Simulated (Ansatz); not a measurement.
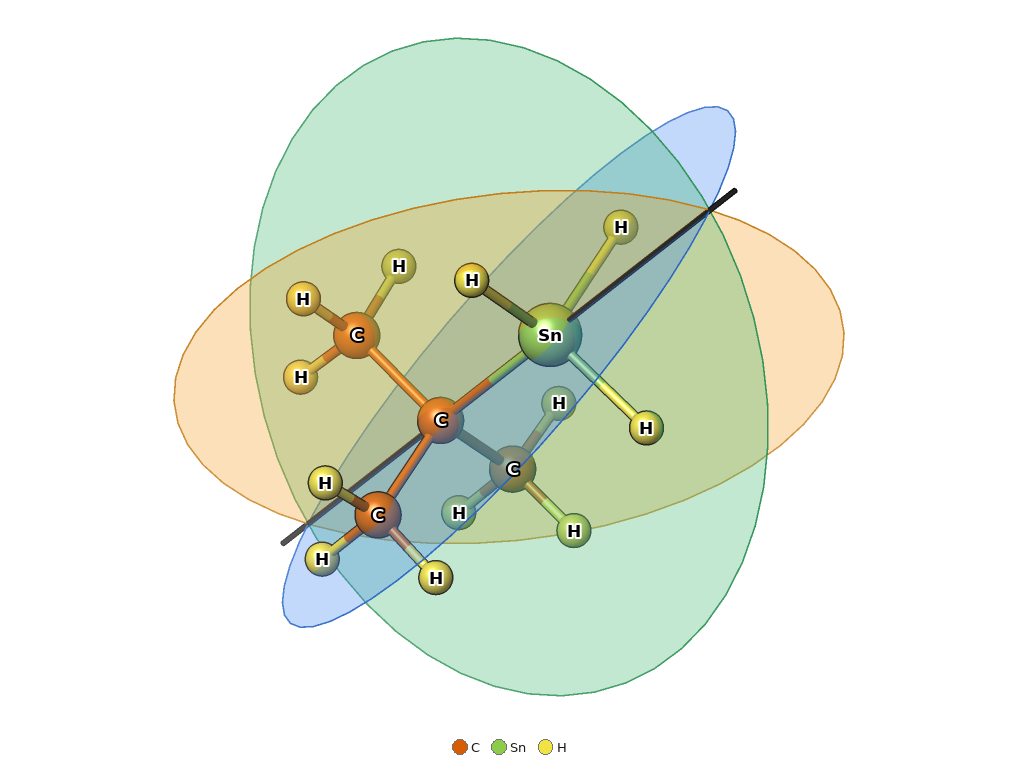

All proper rotation axes (lines) and mirror planes (discs) of the structure are drawn in. Distant atoms are faded towards the background colour. Computed geometry: PBE0-D4/def2-TZVP optimisation. No frequency run is at hand to confirm it as a minimum.

### What is the order of each axis, and which point group results?

It has 1 C3 axis and 3 mirror planes. Point group C3v. The group has 6 operations. The geometry is achiral, and symmetry allows a dipole moment.
